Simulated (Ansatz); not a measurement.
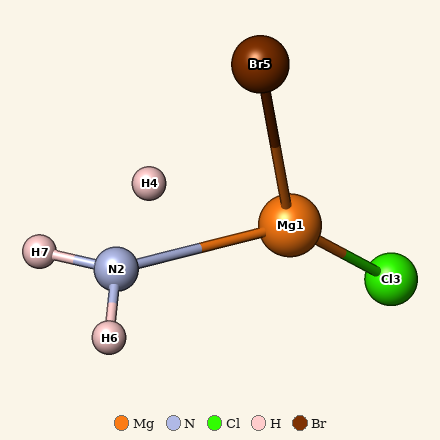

The system is the reacting system BrClH₃MgN; the picture shows the reference structure. First axis: distance N2–H4 (bond that forms). Second axis: distance H4–Br5 (bond that breaks). Relaxed at each point: all other coordinates. Grid: 8 × 8 points. Points are written as (first, second). Energies: kcal/mol, counted from a guessed transition structure relaxed with its forming and breaking bonds held. The reference is spin-restricted, so regions where a bond is pulled apart into radicals lie too high. The calculation used Ansatz, RKS B3LYP-D4/def2-SVP.

Its coordinates:

```xyz
7

Mg   -1.3447    0.2421   -0.5758
N     0.9883   -0.4346   -0.0951
Cl   -2.9069    0.0970   -2.1121
H     0.7486    0.2204    1.0389
Br   -0.5120    1.2731    2.1704
H     1.7878    0.0002   -0.5592
H     1.2388   -1.3983    0.1330
```

Range: distance N2–H4 (bond that forms) from 0.918 to 2.418 Å; distance H4–Br5 (bond that breaks) from 1.359 to 3.159 Å.

Q: What will the energy surface look like?

A: The lowest grid point is at (1.050 Å, 3.159 Å), −46 kcal/mol from a guessed transition structure relaxed with its forming and breaking bonds held. It lies at the edge of the scanned range, so the true minimum may lie outside. The highest grid point, (0.918 Å, 1.359 Å), lies 121 kcal/mol above the lowest.

```tsv
second ↓, first →	0.918	1.050	1.231	1.438	1.663	1.903	2.155	2.418
3.159	−39	−46	−32	−8	19	42	61	76
2.844	−38	−45	−32	−8	17	39	57	71
2.541	−36	−44	−32	−9	14	34	50	63
2.253	−32	−41	−31	−11	9	27	41	51
1.983	−23	−34	−28	−12	4	18	29	37
1.735	−4	−20	−20	−12	−1	9	16	22
1.517	30	6	−4	−4	0	4	8	11
1.359	76	42	22	13	10	10	12	13
```

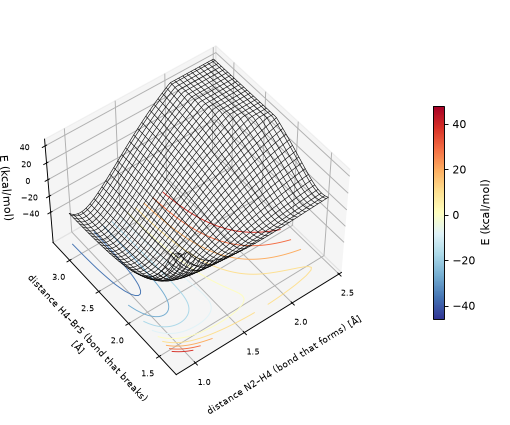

In the figure: a relief with its contours projected below, any walls above the top of the colour scale cut off. Between grid points the surface is interpolated.

Each point was launched as `ansatz run input.yaml --threads 1 --pin off --max-ram 2560MiB --backend cpu --events-out ev --progress --plain --runs-dir out`. The whole map (64 points run) took 18 min on 1 thread of Arm Neoverse V2, on a shared host.
